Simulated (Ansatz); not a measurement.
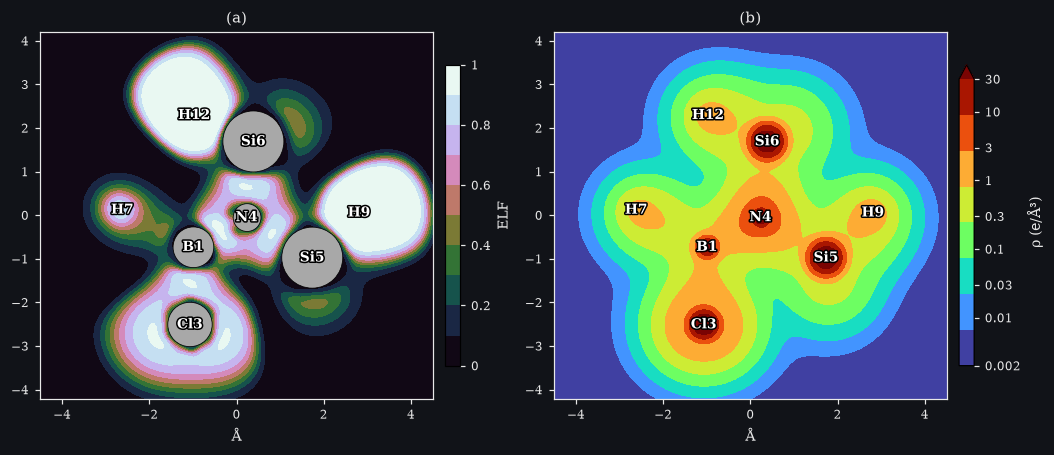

BCl$_{2}$FH$_{7}$NSi$_{2}$. (a) electron localisation function; (b) electron density on the plane of atoms Si5, N4 and Si6. Grey discs cover the atomic cores in the ELF map.

A transition-state structure; geometry: PBE0-D4/def2-TZVP.

Theory: RKS PBE0-D4/def2-TZVPP (Ansatz).

```json
{"atom": "B", "x (Å)": "0.4804", "y (Å)": "0.3866", "z (Å)": "-1.1628"}
{"atom": "Cl", "x (Å)": "2.3209", "y (Å)": "-0.5666", "z (Å)": "-1.4278"}
{"atom": "Cl", "x (Å)": "-0.3711", "y (Å)": "0.4551", "z (Å)": "-2.7177"}
{"atom": "N", "x (Å)": "-0.1953", "y (Å)": "0.0186", "z (Å)": "0.0226"}
{"atom": "Si", "x (Å)": "-1.8312", "y (Å)": "-0.6059", "z (Å)": "-0.0794"}
{"atom": "Si", "x (Å)": "0.5649", "y (Å)": "-0.0071", "z (Å)": "1.6009"}
{"atom": "H", "x (Å)": "2.2056", "y (Å)": "1.0155", "z (Å)": "-1.1886"}
{"atom": "F", "x (Å)": "1.3575", "y (Å)": "1.7000", "z (Å)": "-1.0062"}
{"atom": "H", "x (Å)": "-2.1699", "y (Å)": "-1.0135", "z (Å)": "1.3102"}
{"atom": "H", "x (Å)": "-1.9055", "y (Å)": "-1.7900", "z (Å)": "-0.9673"}
{"atom": "H", "x (Å)": "-2.7847", "y (Å)": "0.4333", "z (Å)": "-0.5341"}
{"atom": "H", "x (Å)": "1.8760", "y (Å)": "0.6783", "z (Å)": "1.5180"}
{"atom": "H", "x (Å)": "-0.3066", "y (Å)": "0.7007", "z (Å)": "2.5712"}
{"atom": "H", "x (Å)": "0.7590", "y (Å)": "-1.4050", "z (Å)": "2.0612"}
```

Question: Interpret the plot.

Answer:
- The plane passes through B, Cl, N, Si and H nuclei.
- B–N (1.41 Å): ρ is about 1.9 e/Å³ halfway; the ELF peaks at about 0.90 between the atoms (a short, strongly polar bond).
- Si–N (1.75 Å): ρ is about 1 e/Å³ halfway; the ELF peaks at about 0.90 between the atoms; a polar covalent bond.
- B–Cl (1.77 Å): ρ at the midpoint is about 1.3 e/Å³; the ELF peaks at about 0.90 between the atoms (a polar covalent bond).
- Si–H (1.48 Å): the density is about 0.82 e/Å³ at the midpoint; the ELF climbs to about 1 towards the hydrogen, as it does in any bond to H.
- The ELF also peaks beside Cl3, away from the bonds: lone-pair regions.
